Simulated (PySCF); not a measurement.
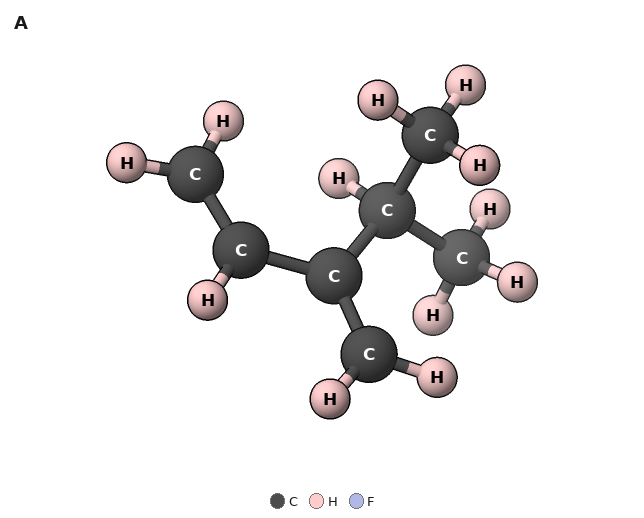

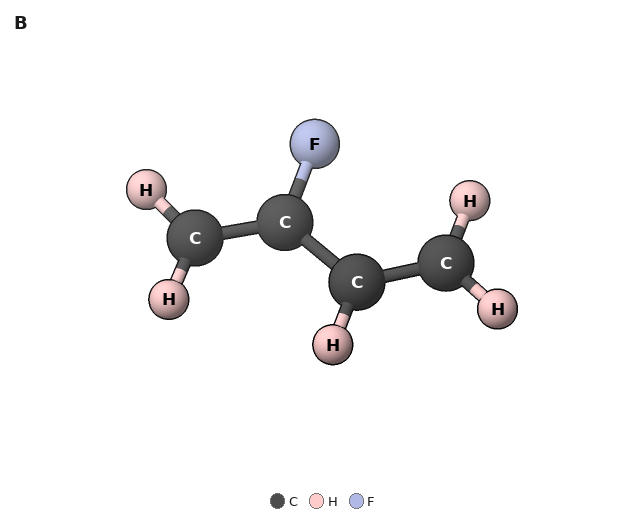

Two related species, optimised with GFN2-xTB; properties computed with PySCF 2.14.0. Both: charge 0, singlet.

**What are A and B?**

A is C7H12 (C=CC(=C)C(C)C), B is C4H5F (C=CC(=C)F).

Compare them. With ωB97X-D/def2-SVPD: dipole moment (D), HOMO–LUMO gap (eV), HOMO energy (Kohn–Sham orbital) (eV), lowest vertical singlet excitation (eV), mean static polarisability (bohr³).

```csv
quantity,A,B
dipole moment (D),0.30,1.49
HOMO–LUMO gap (eV),9.45,9.49
HOMO energy (Kohn–Sham orbital) (eV),−8.47,−8.86
lowest vertical singlet excitation (eV),5.84,5.95
mean static polarisability (bohr³),87.0,54.2
```

Each is one conformer, and no frequency run is at hand to confirm it as a minimum.
